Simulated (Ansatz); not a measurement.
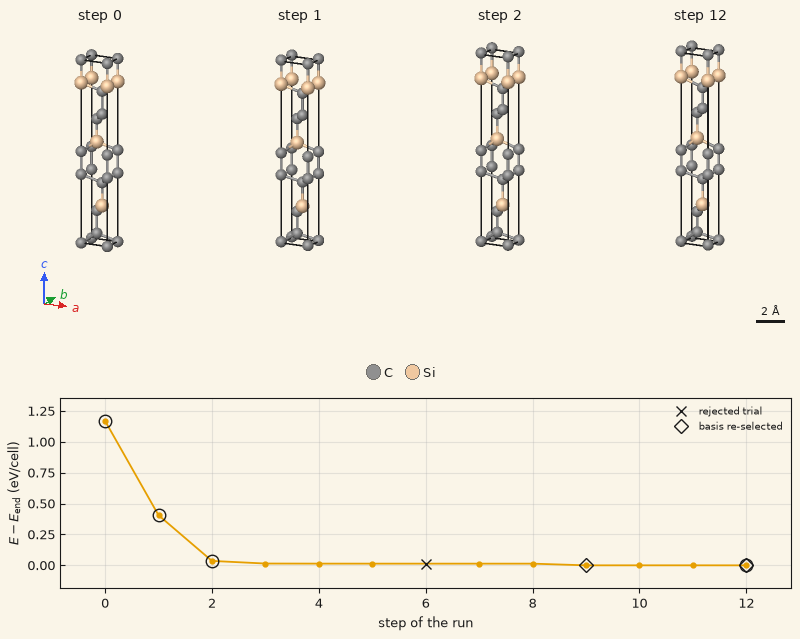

Frames of a relaxation of solid SiC3 (a generated structure, set up in R3m), marked on the history of the run. The picture is a ball-and-stick view of the conventional cell (3 times the calculation's cell), seen slightly off an axis. Lengths and directions refer to the drawn axes.

Computed with Ansatz, DFT, PBE, plane waves, PAW. (plane-wave cutoff 420 eV; k-point mesh 10 × 10 × 10; occupations fermi dirac; smearing width 0.02 eV; no spin polarisation; cell and atoms relaxed; force threshold 0.005 eV/Å)

Describe the path.

Answer. After 9 accepted moves (12 points after the start) the energy has fallen by 1.170 eV per cell of the calculation. The largest force component goes from 6.8 to 0.00011 eV/Å. The pressure goes from 39.82 to 0.00 GPa. The line search rejected the trial step at point 6 of the run. The SCF was repeated twice at an unchanged geometry on a basis and grid sized afresh for the cell, which shifted the energy by 13.7 meV per cell of the calculation at most. A C atom moves most relative to the cell: 0.16 Å along −c. Largest moves by element: C 0.16 Å, Si 0.02 Å. Cell: a = b 2.768 → 2.838 Å (+2.5 %), c 13.560 → 14.083 Å (+3.9 %). Volume +9.2 %. Near-neighbour distances that change, for instance: C–Si 1.695 → 1.897 Å, C–C 1.695 → 1.538 Å, C–Si 1.695 → 1.796 Å, C–C 1.695 → 1.720 Å. Among the angles between lasting bonds that change: Si–C–Si 109.5° → 104.4°, C–Si–C 109.5° → 104.4°, C–C–Si 109.5° → 114.2°. The space group stays R3m (No. 160). From step 0 to 1: a C atom moves most (0.08 Å), volume +3.4 %, energy −0.764 eV per cell of the calculation. From step 1 to 2: a C atom moves most (0.07 Å), volume +5.2 %, energy −0.370 eV per cell of the calculation. From step 2 to 12: a C atom moves most (0.03 Å), volume +0.4 %, energy −35.9 meV per cell of the calculation.
